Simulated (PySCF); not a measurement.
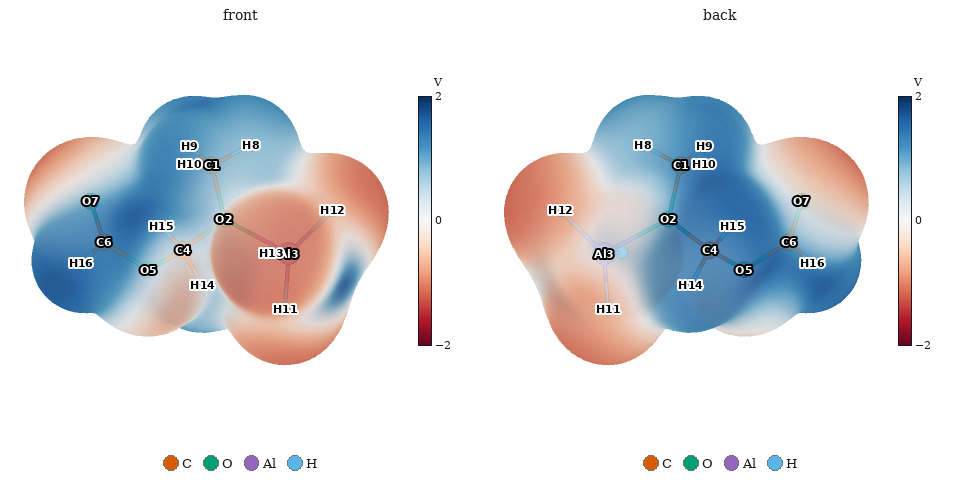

Figure 1: C$_{3}$H$_{9}$AlO$_{3}$ (SMILES C[O+]([AlH3-])COC=O). The molecular electrostatic potential painted on the density surface at 0.002 e/bohr³, seen from the front and from behind; the colour scale runs from red (negative) to blue (positive).

Geometry: PBE0-D3(BJ)/def2-SVP.

Method: PBE0/pcSseg-1, SCF density, gas phase, non-relativistic in PySCF.

```xyz
16

C    -0.0166    1.5070    0.2492
O    -0.5988    0.2004    0.2966
Al   -2.1903   -0.1630   -0.8985
C     0.1923   -0.8465    0.7893
O     1.0976   -1.3118   -0.1806
C     2.3473   -0.8182   -0.1651
O     2.7533    0.0110    0.5925
H    -0.8492    2.2083    0.1145
H     0.5071    1.7090    1.1930
H     0.6830    1.5872   -0.5944
H    -2.4517   -1.6618   -0.3921
H    -3.1391    1.0145   -0.3664
H    -1.5309    0.0474   -2.3443
H    -0.4939   -1.6739    0.9993
H     0.7342   -0.5038    1.6829
H     2.9371   -1.3081   -0.9647
```

**Where is the surface potential most negative and most positive?**

The most negative region (about −1.1 V) lies over H12 and H13, the most positive (about +1.7 V) over the Al, C and H atoms.

**How polar is the molecule by this calculation?**

Its dipole moment is 3.77 D.
